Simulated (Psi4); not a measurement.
**SiH2O2 (SMILES O[Si]O) at HF/heavy-aug-cc-pVDZ (density fitting)**

Aim: the vertical electron affinity of SiH2O2 at HF/heavy-aug-cc-pVDZ (density fitting), from 2 runs. 

The calculation is run with Psi4 1.11.

2 further runs of the same task are left out: 2 set aside as unsound or not needed.

## (1) The molecule

The species is SiH2O2 (5 atoms), meant as a singlet with charge 0. SMILES: `O[Si]O`. The shape is that of a PBE0-D4/def2-TZVP optimisation. This is one conformer, not always the lowest.

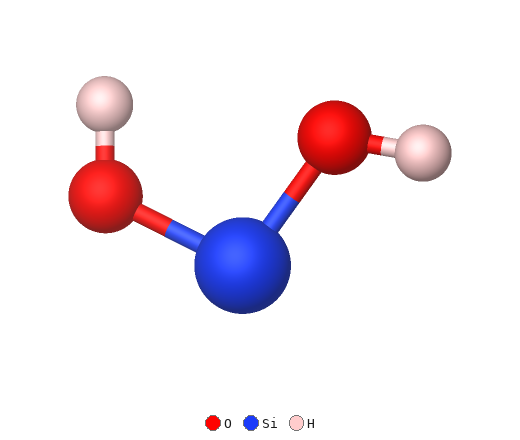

The structure, seen from a chosen angle (oxygen red, silicon blue, hydrogen pink).

## (2) Energy and forces at HF/heavy-aug-cc-pVDZ (density fitting)

calc.dat reads:

```
memory 1.6 GB

molecule molecule1 {
  0 1
  O
  Si 1 1.642005
  O 2 1.662725 1 99.37596
  H 1 0.963717 2 117.47399 3 0.02945
  H 3 0.960061 2 116.05777 1 179.99842
  no_reorient
  no_com
}

set {
  basis     heavy-aug-cc-pVDZ
  reference rhf
  scf_type  disk_df
}

e = gradient('hf')
```

On the command line:

```console
$ psi4 calc.dat calc.out -n 1
```

calc.out:

```text
[...]
  Running in c1 symmetry.
[...]
  Nuclear repulsion =  103.646262034602145
[...]
  Multiplicity = 1
[...]
  Nalpha       = 16
  Nbeta        = 16
[...]
    Number of basis functions: 83
[...]
   @DF-RHF iter   1:  -439.76254627942501   -8.54077e-01   7.24504e-03 ADIIS/DIIS
[...]
   @DF-RHF iter  11:  -439.90854159866507   -1.21076e-11   7.84870e-09 DIIS
[...]
    Orbital Energies [Eh]
    ---------------------
    Doubly Occupied:
       1A    -68.834345     2A    -20.583865     3A    -20.576640
       4A     -6.173074     5A     -4.276559     6A     -4.275666
       7A     -4.274527     8A     -1.372408     9A     -1.340137
      10A     -0.764014    11A     -0.714906    12A     -0.595615
      13A     -0.556605    14A     -0.555403    15A     -0.510864
      16A     -0.358279
[...]
  @DF-RHF Final Energy:  -439.90854159866507
   => Energetics <=
    Nuclear Repulsion Energy =            103.6462620346021453
    One-Electron Energy =                -815.5837950665772951
    Two-Electron Energy =                 272.0289914333100683
    Total Energy =                       -439.9085415986650673
[...]
 Multipole Moments:
 ------------------------------------------------------------------------------------
     Multipole            Electronic (a.u.)      Nuclear  (a.u.)        Total (a.u.)
 ------------------------------------------------------------------------------------
 L = 1.  Multiply by 2.5417464519 to convert [e a0] to [Debye]
 Dipole X            :          0.0000703           -0.0003768           -0.0003065
 Dipole Y            :          1.0906428           -1.7127974           -0.6221546
 Dipole Z            :          0.5408246           -0.1443402            0.3964845
 Magnitude           :                                                    0.7377509
[...]
  -Total Gradient:
     Atom            X                  Y                   Z
    ------   -----------------  -----------------  -----------------
       1        0.000019395501     0.019321332417     0.022460604770
       2       -0.000006884362    -0.014617497967    -0.013165920621
       3        0.000002330213     0.016800866293    -0.019475536827
       4       -0.000016125300    -0.017303169245    -0.008024034685
       5        0.000001283947    -0.004201531497     0.018204887364
[...]
```

Wall time 2 s (1 thread of Intel Xeon 6975P-C (Granite Rapids), shared host); peak memory 0.28 GiB.

## (3) The doublet anion

h2o2si.json reads:

```json
{
 "schema_name": "qcschema_input",
 "schema_version": 1,
 "molecule": {
  "schema_name": "qcschema_molecule",
  "schema_version": 2,
  "symbols": ["O", "Si", "O", "H", "H"],
  "geometry": [-2.72725274, -0.19955508, -0.51967468, -0.40062194, -1.49534028, 1.07279752, 1.95775627, 0.35432365, 0.12963521, -2.32795361, 1.22624328, -1.58000001, 3.59255834, -0.02475541, 0.8190073],
  "molecular_charge": -1,
  "molecular_multiplicity": 2,
  "fix_com": true,
  "fix_orientation": true
 },
 "driver": "gradient",
 "model": {
  "method": "scf",
  "basis": "heavy-aug-cc-pVDZ"
 },
 "keywords": {
  "reference": "uhf",
  "scf_type": "disk_df"
 }
}
```

On the command line:

```console
$ psi4 --qcschema h2o2si.json -n 1 --memory 1600MB
```

stdout:

```text
[...]
  Running in c1 symmetry.
[...]
  Nuclear repulsion =  103.646253707904961
[...]
  Multiplicity = 2
[...]
  Nalpha       = 17
  Nbeta        = 16
[...]
    Number of basis functions: 83
[...]
   @DF-UHF iter   1:  -439.66023706244368   -7.51768e-01   8.05553e-03 ADIIS/DIIS
[...]
   @DF-UHF iter  18:  -439.87482886985629   -5.45697e-12   5.89769e-09 DIIS
[...]
   @S^2 Observed:                7.712682920E-01
[...]
    Orbital Energies [Eh]
    ---------------------
    Alpha Occupied:
       1A    -68.621790     2A    -20.394183     3A    -20.388472
       4A     -5.960544     5A     -4.066610     6A     -4.065116
       7A     -4.062233     8A     -1.189261     9A     -1.158385
      10A     -0.578506    11A     -0.530183    12A     -0.410587
      13A     -0.385383    14A     -0.374615    15A     -0.343929
      16A     -0.168812    17A      0.020395
    Alpha Virtual:
      18A      0.168702    19A      0.173752    20A      0.207815
      21A      0.227723    22A      0.291893    23A      0.310517
      24A      0.333863    25A      0.355039    26A      0.368532
[...]
  @DF-UHF Final Energy:  -439.87482886985629
   => Energetics <=
    Nuclear Repulsion Energy =            103.6462537079049611
    One-Electron Energy =                -821.7788458068364434
    Two-Electron Energy =                 278.2577632290751808
    Total Energy =                       -439.8748288698562874
  UHF NO Occupations:
  HONO-2 :   15  A 1.9997311
  HONO-1 :   16  A 1.9898096
[...]
 Multipole Moments:
 ------------------------------------------------------------------------------------
     Multipole            Electronic (a.u.)      Nuclear  (a.u.)        Total (a.u.)
 ------------------------------------------------------------------------------------
 L = 1.  Multiply by 2.5417464519 to convert [e a0] to [Debye]
 Dipole X            :         11.5043805          -10.5000742            1.0043063
 Dipole Y            :         20.5714917          -18.4951275            2.0763642
 Dipole Z            :        -12.5387564           11.1378568           -1.4008996
 Magnitude           :                                                    2.6985994
[...]
  -Total Gradient:
     Atom            X                  Y                   Z
    ------   -----------------  -----------------  -----------------
       1        0.027353878698    -0.039636389007     0.038466052307
       2       -0.003943928394     0.050048058012    -0.041388056029
       3       -0.048208963459    -0.025405156217     0.009248487078
       4        0.003003640378     0.017848954162    -0.013741512108
       5        0.021795372780    -0.002855466949     0.007415028750
[...]
```

The result, in JSON:

```text
{
 "driver": "gradient",
 "model": {
  "method": "scf",
  "basis": "heavy-aug-cc-pVDZ"
 },
 "success": true,
 "return_result": [0.027353878698322245, -0.039636389007262296, 0.03846605230688088, -0.003943928394472301, 0.050048058011581936, -0.04138805602875853, -0.04820896345926917, -0.025405156216691108, 0.009248487078325318, 0.003003640378428679, 0.01784895416191501, -0.013741512107548204, 0.021795372779840005, -0.002855466949480412, 0.0074150287502502965],
 "properties": {
  "calcinfo_nbasis": 83,
  "calcinfo_nmo": 83,
  "calcinfo_nalpha": 17,
  "calcinfo_nbeta": 16,
  "calcinfo_natom": 5,
  "nuclear_repulsion_energy": 103.64625370790496,
  "return_energy": -439.8748288698563,
  "return_gradient": [0.027353878698322245, -0.039636389007262296, 0.03846605230688088, -0.003943928394472301, 0.050048058011581936, -0.04138805602875853, -0.04820896345926917, -0.025405156216691108, 0.009248487078325318, 0.003003640378428679, 0.01784895416191501, -0.013741512107548204, 0.021795372779840005, -0.002855466949480412, 0.0074150287502502965],
  "scf_one_electron_energy": -821.7788458068364,
  "scf_two_electron_energy": 278.2577632290752,
  "scf_dipole_moment": [1.0043062632644908, 2.076364165698706, -1.400899603520294],
  "scf_total_energy": -439.8748288698563,
  "scf_total_gradient": [0.027353878698322245, -0.039636389007262296, 0.03846605230688088, -0.003943928394472301, 0.050048058011581936, -0.04138805602875853, -0.04820896345926917, -0.025405156216691108, 0.009248487078325318, 0.003003640378428679, 0.01784895416191501, -0.013741512107548204, 0.021795372779840005, -0.002855466949480412, 0.0074150287502502965],
  "scf_iterations": 18
 }
}
```

It took 2.4 s on 1 thread of Intel Xeon 6975P-C (Granite Rapids), shared host; peak memory 0.28 GiB.

## (4) Results

Level: HF/heavy-aug-cc-pVDZ (density fitting).

| quantity | value |
| --- | --- |
| singlet SiH2O2: total energy | -439.90854 Eh |
| singlet SiH2O2: dipole moment | 1.88 D |
| singlet SiH2O2: HOMO energy | -9.75 eV |
| singlet SiH2O2: LUMO energy | 1.14 eV |
| singlet SiH2O2: HOMO–LUMO gap | 10.89 eV |
| singlet SiH2O2: largest force on an atom | 1.524 eV/Å |
| doublet anion: total energy | -439.87483 Eh |
| doublet anion: HOMO energy (highest over α and β) | 0.55 eV |
| doublet anion: LUMO energy (lowest over α and β) | 4.59 eV |
| doublet anion: ⟨S²⟩ | 0.771 |
| doublet anion: largest force on an atom | 3.346 eV/Å |
| vertical electron affinity (to the doublet anion) | -0.917 eV |

What this shows: The anion lies 0.92 eV (21.2 kcal/mol) above the neutral: the electron isn't bound at this level, and such a value depends on the basis. Hartree–Fock misses the correlation that binds many anions. The largest force (singlet SiH2O2) is 1.52 eV/Å: the shape isn't a stationary point for this species at this level. The HOMO (doublet anion) lies at positive energy, 0.55 eV: the electron is unbound at this level or held by a compact basis; values depend on the basis.
